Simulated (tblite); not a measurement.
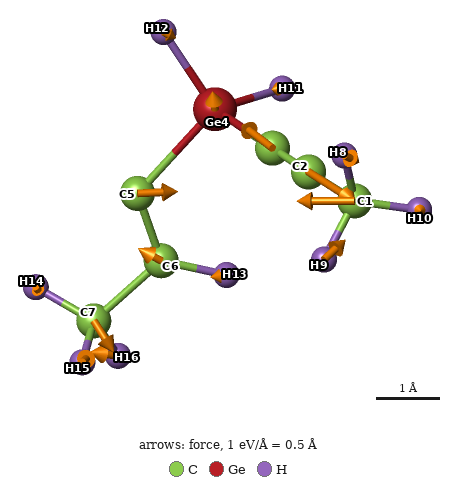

Starting geometry of C6H9Ge (multiplicity 2) with the computed forces as orange arrows. A ball-and-stick model, seen from a free direction.

All numbers below come from tblite, GFN2-xTB geometry optimisation, gas phase. 

**Is this structure relaxed? If not, where do the atoms go?**

It isn't relaxed: the largest force vector, on a C atom, is 3.05 eV/Å. The final displacements have little in common with the starting forces (cosine between the two patterns 0.18). An H atom moves most after the best rigid fit: 1.74 Å. By element the largest moves are H 1.74 Å, C 0.51 Å, Ge 0.10 Å. Among the contacts that change: Ge–H 1.546 → 1.499 Å, C–C 1.493 → 1.447 Å, C–H 1.127 → 1.090 Å, C–Ge 1.923 → 1.890 Å. Among the angles between lasting bonds that change: Ge–C–C 122.4° → 150.5°, C–C–C 116.4° → 125.4°, C–C–H 120.0° → 113.1°. Groups turn about C–Ge by about 75°, C–C by about 35°. The energy falls by 0.528 eV in 198 geometry steps.
